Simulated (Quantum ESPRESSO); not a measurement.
# CdF2 (Fm-3m): third-order response, part 2 of 2

Wanted: vibrational spectra of CdF2 (Fm-3m) from linear and non-linear response.

Quantum ESPRESSO 8.0 development, patched; DFT LDA, scalar-relativistic, plane waves, PseudoDojo norm-conserving pseudopotentials.

So far. Step 5 (Zone-centre response): The acoustic modes at Γ come out as far as 1.0 cm⁻¹ from zero, where they should vanish, a small numerical error; the Born charges miss their sum rule by 1.0e-5 e, which is good. The relaxed cell has a = 5.298 Å (conventional setting).

**6. Modes with the sum rule**

A rigid shift of the crystal must cost nothing, but grids and finite bases break this; the acoustic sum rule is imposed before the matrix is diagonalised again. With Born charges the intensities follow, and the static dielectric tensor.

Contents of dynmat.in:

```
&input
   fildyn = 'g.dyn'
   asr = 'simple'
   fileig = 'dynmat.eig'
   lperm = .true.
/
```

Launch:

```console
dynmat.x -in dynmat.in > dynmat.out
```

What it wrote:

```text
[banner, memory and clock lines left out]
Program DYNMAT v.8.0dev

     Reading Dynamical Matrix from file g.dyn
     ...Force constants read
     ...epsilon and Z* read
     ...Raman cross sections read
     A direction for q was not specified:TO-LO splitting will be absent

     Polarizability (A^3 units)
     multiply by 0.609933 for Clausius-Mossotti correction (not under assume_isolated = 'mt')
         5.675975   -0.000000   -0.000000
        -0.000000    5.675975    0.000000
        -0.000000    0.000000    5.675975

     IR activities are in (D/A)^2/amu units
     Raman activities are in A^4/amu units
     multiply Raman by 0.138398 for Clausius-Mossotti correction (not under assume_isolated = 'mt')

# mode   [cm-1]    [THz]      IR          Raman   depol.fact
    1     -0.00   -0.0000    0.0000         0.0000    0.5612
    2     -0.00   -0.0000    0.0000         0.0000    0.4383
    3      0.00    0.0000    0.0000         0.0000    0.4993
    4    238.21    7.1415    4.8870         0.0000    0.3416
    5    238.21    7.1415    4.8870         0.0000    0.5405
    6    238.21    7.1415    4.8870         0.0000    0.6425
    7    318.72    9.5551    0.0000         1.7340    0.7500
    8    318.72    9.5551    0.0000         1.7340    0.7500
    9    318.72    9.5551    0.0000         1.7340    0.7500

Electronic dielectric permittivity tensor (relative, adimensional)
         2.918572   -0.000000   -0.000000
        -0.000000    2.918572    0.000000
        -0.000000    0.000000    2.918572

 ... with zone-center polar mode contributions
         7.859202   -0.000000    0.000000
        -0.000000    7.859202    0.000000
         0.000000    0.000000    7.859202

)
 **************************************************************************
```

Wall time 0.64 s (1 thread of Intel Xeon at 2.70GHz, shared host).

This step gave:

| Item | Value |
| --- | --- |
| mean static dielectric constant | 7.859 |

Unit eigenvectors of the mass-weighted matrix after the sum rule; no LO-TO term. Modes at Γ, with each element's share of the kinetic energy:

```csv
mode,frequency (cm⁻¹),symmetry,Cd %,F %
1,0.0,acoustic,75,25
2,0.0,acoustic,75,25
3,0.0,acoustic,75,25
4,238.2,T1u,25,75
5,238.2,T1u,25,75
6,238.2,T1u,25,75
7,318.7,T2g,0,100
8,318.7,T2g,0,100
9,318.7,T2g,0,100
```

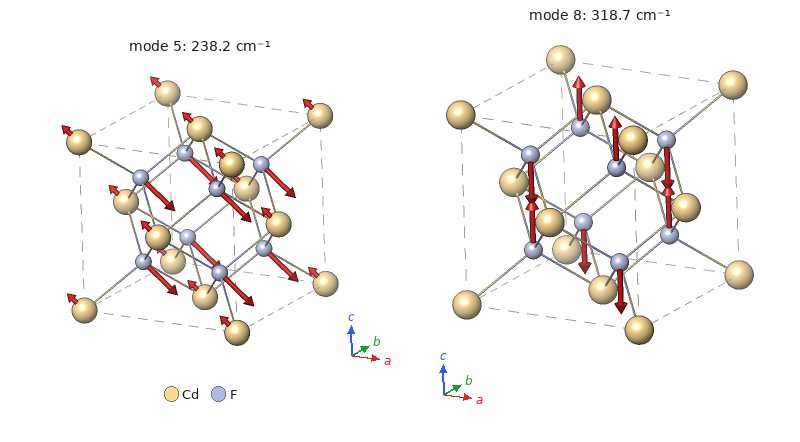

Displacement patterns of modes 5 and 8 at Γ; arrows are exaggerated. Some periodic images of atoms are drawn too.

Degenerate modes summed, no LO-TO term. Lines of the infrared spectrum (strongest = 100):

```csv
position (cm⁻¹),lines merged,label,"IR intensity, relative"
238,3,T1u,100
319,3,T2g,0.0
```

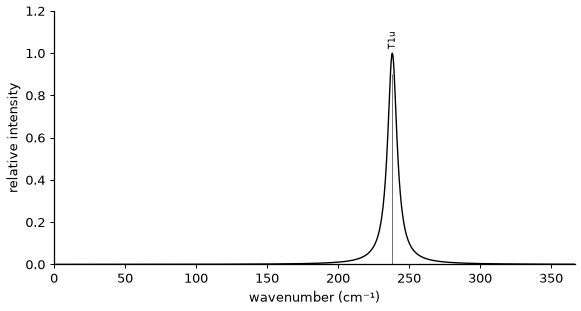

The infrared spectrum, broadened with Lorentzians of width 8 cm⁻¹; bars mark the lines.

Degenerate modes summed. Lines of the Raman spectrum (strongest = 100):

```csv
position (cm⁻¹),lines merged,label,"Raman activity, relative"
238,3,T1u,0.0
319,3,T2g,100
```

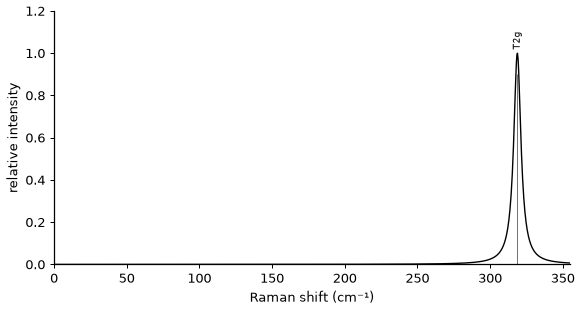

The Raman spectrum, broadened with Lorentzians of width 6 cm⁻¹; bars mark the lines.

Static dielectric tensor (ions relaxed, fixed cell):

```
7.86 0.00 0.00
0.00 7.86 0.00
0.00 0.00 7.86
```

The rule moves no optical mode by more than 0.1 cm⁻¹.

**7. Sum rules set otherwise: a sum rule for molecules or wires on a crystal**

This rule also removes rotations, which suits molecules and not a crystal; it is tried to see the harm.

Contents of dynmat.in:

```
&input
   fildyn = 'g.dyn'
   asr = 'zero-dim'
   fileig = 'dynmat.eig'
   lperm = .true.
/
```

Launch:

```console
dynmat.x -in dynmat.in > dynmat.out
```

What it wrote:

```text
[banner, memory and clock lines left out]
Program DYNMAT v.8.0dev

     Reading Dynamical Matrix from file g.dyn
     ...Force constants read
     ...epsilon and Z* read
     ...Raman cross sections read
     Warning: this looks like a crystal, not a molecule in a box: use asr = 'crystal'
     The molecule is taken as linear (straight within 1e-3 of its length): two rotations are removed
     Acoustic Sum Rule: || Z*(ASR) - Z*(orig)|| =    1.221269E-05
     Acoustic Sum Rule: ||dyn(ASR) - dyn(orig)||=    2.391768E-01
     Message from routine dynmat:
     WARNING: the charges keep any dipole. Ignore the strengths of the modes set to zero; with q typed a rigid rotation may get a frequency
     A direction for q was not specified:TO-LO splitting will be absent

     Polarizability (A^3 units)
     multiply by 0.609933 for Clausius-Mossotti correction (not under assume_isolated = 'mt')
         5.675975   -0.000000   -0.000000
        -0.000000    5.675975    0.000000
        -0.000000    0.000000    5.675975

     IR activities are in (D/A)^2/amu units
     Raman activities are in A^4/amu units
     multiply Raman by 0.138398 for Clausius-Mossotti correction (not under assume_isolated = 'mt')

# mode   [cm-1]    [THz]      IR          Raman   depol.fact
    1     -0.00   -0.0000    2.2812         0.2708    0.7500
    2     -0.00   -0.0000    3.4132         0.4051    0.7500
    3     -0.00   -0.0000    0.9444         0.1121    0.7500
    4     -0.00   -0.0000    0.0371         0.0044    0.7500
    5      0.00    0.0000    0.6482         0.0769    0.7500
    6    238.21    7.1414    4.8870         0.0000    0.3313
    7    293.00    8.7838    1.2249         1.2994    0.7500
    8    293.00    8.7838    1.2249         1.2994    0.7500
    9    318.72    9.5551    0.0000         1.7340    0.7500

Electronic dielectric permittivity tensor (relative, adimensional)
         2.918572   -0.000000   -0.000000
        -0.000000    2.918572    0.000000
        -0.000000    0.000000    2.918572

 ... with zone-center polar mode contributions
         5.111244   -1.374064   -1.374064
        -1.374064    5.111244    1.374064
        -1.374064    1.374064    5.111244
```

Run time: 0.71 s. Hardware: 1 thread.

The run ended normally, but on settings that are not sound.

The fault: a sum rule for molecules or wires on a crystal; 2 optical modes are projected out to zero frequency, as if they were rotations, and the static dielectric tensor is spoilt.

For a crystal the rule has to be 'simple' or 'crystal'.

Zone-centre frequencies as printed; negative means imaginary. Modes:

```csv
mode,frequency (cm⁻¹)
1,0
2,0
3,0
4,0
5,0
6,238.2
7,293
8,293
9,318.7
```

**8. Sum rules set otherwise (asr no)**

Without the rule the raw error of the acoustic modes shows.

Contents of dynmat.in:

```
&input
   fildyn = 'g.dyn'
   asr = 'no'
   fileig = 'dynmat.eig'
   lperm = .true.
/
```

Launch:

```console
dynmat.x -in dynmat.in > dynmat.out
```

What it wrote:

```text
[banner, memory and clock lines left out]
Program DYNMAT v.8.0dev

     Reading Dynamical Matrix from file g.dyn
     ...Force constants read
     ...epsilon and Z* read
     ...Raman cross sections read
     A direction for q was not specified:TO-LO splitting will be absent

     Polarizability (A^3 units)
     multiply by 0.609933 for Clausius-Mossotti correction (not under assume_isolated = 'mt')
         5.675975   -0.000000   -0.000000
        -0.000000    5.675975    0.000000
        -0.000000    0.000000    5.675975

     IR activities are in (D/A)^2/amu units
     Raman activities are in A^4/amu units
     multiply Raman by 0.138398 for Clausius-Mossotti correction (not under assume_isolated = 'mt')

# mode   [cm-1]    [THz]      IR          Raman   depol.fact
    1     -0.99   -0.0297    0.0000         0.0000    0.5860
    2     -0.99   -0.0297    0.0000         0.0000    0.4940
    3     -0.99   -0.0297    0.0000         0.0000    0.4895
    4    238.21    7.1414    4.8870         0.0000    0.3668
    5    238.21    7.1414    4.8870         0.0000    0.6934
    6    238.21    7.1414    4.8870         0.0000    0.5929
    7    318.72    9.5551    0.0000         1.7340    0.7500
    8    318.72    9.5551    0.0000         1.7340    0.7500
    9    318.72    9.5551    0.0000         1.7340    0.7500

Electronic dielectric permittivity tensor (relative, adimensional)
         2.918572   -0.000000   -0.000000
        -0.000000    2.918572    0.000000
        -0.000000    0.000000    2.918572

 ... with zone-center polar mode contributions
         7.859296   -0.000000    0.000000
        -0.000000    7.859296    0.000000
         0.000000    0.000000    7.859296

)
 **************************************************************************
```

It took 0.7 s on 1 thread.

Zone-centre frequencies as printed; negative means imaginary. Modes:

```csv
mode,frequency (cm⁻¹)
1,-0.99
2,-0.99
3,-0.99
4,238.2
5,238.2
6,238.2
7,318.7
8,318.7
9,318.7
```

Against the first rule no mode moves by more than 1.0 cm⁻¹.

**9. The LO-TO splitting (1 0 0)**

A longitudinal polar mode sets up a macroscopic field that stiffens it; the term hangs on the direction from which q goes to zero.

Contents of dynmat.in:

```
&input
   fildyn = 'g.dyn'
   asr = 'simple'
   fileig = 'dynmat.eig'
   q(1) = 1.0
   q(2) = 0.0
   q(3) = 0.0
/
```

Launch:

```console
dynmat.x -in dynmat.in > dynmat.out
```

What it wrote:

```text
[banner, memory and clock lines left out]
Program DYNMAT v.8.0dev

     Reading Dynamical Matrix from file g.dyn
     ...Force constants read
     ...epsilon and Z* read
     ...Raman cross sections read

     Polarizability (A^3 units)
     multiply by 0.609933 for Clausius-Mossotti correction (not under assume_isolated = 'mt')
         5.675975   -0.000000   -0.000000
        -0.000000    5.675975    0.000000
        -0.000000    0.000000    5.675975

     IR activities are in (D/A)^2/amu units
     Raman activities are in A^4/amu units
     multiply Raman by 0.138398 for Clausius-Mossotti correction (not under assume_isolated = 'mt')

# mode   [cm-1]    [THz]      IR          Raman   depol.fact
    1     -0.00   -0.0000    0.0000         0.0000    0.4597
    2     -0.00   -0.0000    0.0000         0.0000    0.5616
    3      0.00    0.0000    0.0000         0.0000    0.5735
    4    238.21    7.1415    4.8870         0.0000    0.6765
    5    238.21    7.1415    4.8870         0.0000    0.5345
    6    318.72    9.5551    0.0000         1.7340    0.7500
    7    318.72    9.5551    0.0000         1.7340    0.7500
    8    318.72    9.5551    0.0000         1.7340    0.7500
    9    390.91   11.7191    4.8870         0.0000    0.7499

[end of the log left out, with the tail of the file of modes that dynmat.x writes under the same name]
```

Run time: 0.72 s. Hardware: 1 thread.

This step gave:

| Property | Result |
| --- | --- |
| highest mode moved by the LO-TO term | 390.9 cm⁻¹ |

Zone-centre frequencies as printed; negative means imaginary. Modes:

```csv
mode,frequency (cm⁻¹)
1,0
2,0
3,0
4,238.2
5,238.2
6,318.7
7,318.7
8,318.7
9,390.9
```

The field moves one mode, from 238 to 391 cm⁻¹; the others stay.

**10. What came out**

```yaml
space_group_after_relaxation: Fm-3m
volume_per_atom: 12.4 Å³
gap_on_the_k_mesh: 3.00 eV
highest_optical_zone_centre_mode_no_lo_to_term: 318.7 cm⁻¹
lowest_optical_zone_centre_mode: 238.2 cm⁻¹
highest_mode_moved_by_the_lo_to_term: 390.9 cm⁻¹
mean_high_frequency_dielectric_constant: 2.92
largest_born_charge_in_size_third_of_the_trace: 2.45 e
mean_static_dielectric_constant: 7.86
imaginary_optical_modes_at_the_zone_centre_no_q_mesh_in_this_session: none
```

**Reading.** The largest Raman activity of CdF2 (Fm-3m) lies at 319 cm⁻¹ and the strongest infrared line at 238 cm⁻¹ (transverse modes). At the LDA level the optical modes of CdF2 (Fm-3m) at the zone centre (no LO-TO term) run from 238 to 319 cm⁻¹. Along the directions run, the highest mode that the macroscopic field moves lies at 391 cm⁻¹. Lattice motion raises the mean dielectric constant from 2.919 to 7.859. The Born charge of Cd is 2.453 e against a formal charge of +2, somewhat above it. Of the 6 optical modes, 3 are infrared active alone and 3 are Raman active alone; inversion symmetry keeps the two sets apart. These are harmonic frequencies at zero temperature: anharmonic shifts and linewidths and thermal expansion are left out. The build is a development version in which the Raman tensors of release 7.5 are mended; dynmat.x leaves out the electro-optic term of LO lines.

[Host names and launcher messages were left out of these logs when they were recorded.]

[Logs are printed without paths, hosts, clocks, repeated set-up lines and the standing remarks that a program may print on its own settings, such as how far it seeks lower states.]

[Hosts, paths, dates, database ids (printed as entryN), source tags and the programs' standing remarks are cut or masked in the printed files.]
